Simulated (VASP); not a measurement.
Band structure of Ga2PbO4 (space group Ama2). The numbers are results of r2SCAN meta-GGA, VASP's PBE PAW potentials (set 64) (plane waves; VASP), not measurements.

Unless said otherwise, spin-orbit coupling is left out, though it shifts the bands of the heavy elements here.

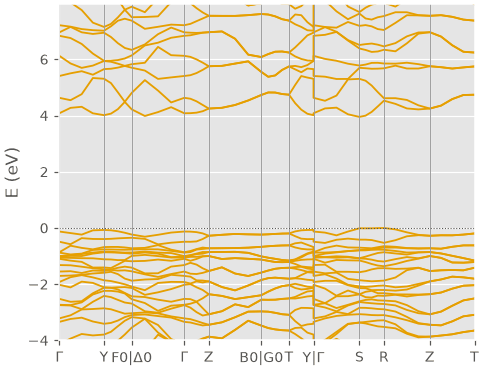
Figure. Bands along high-symmetry lines, zero at the valence-band maximum or, without a gap, the Fermi level

**Question.** Read the plot: is there a gap, and where are the band edges?

**Answer.** The gap is indirect, 3.95 eV, from the valence maximum at R to the conduction minimum at S.

The structure comes from a computed database's Ga2PbO4 entry (Ama2); how it stands against other phases isn't given here. It was relaxed first.
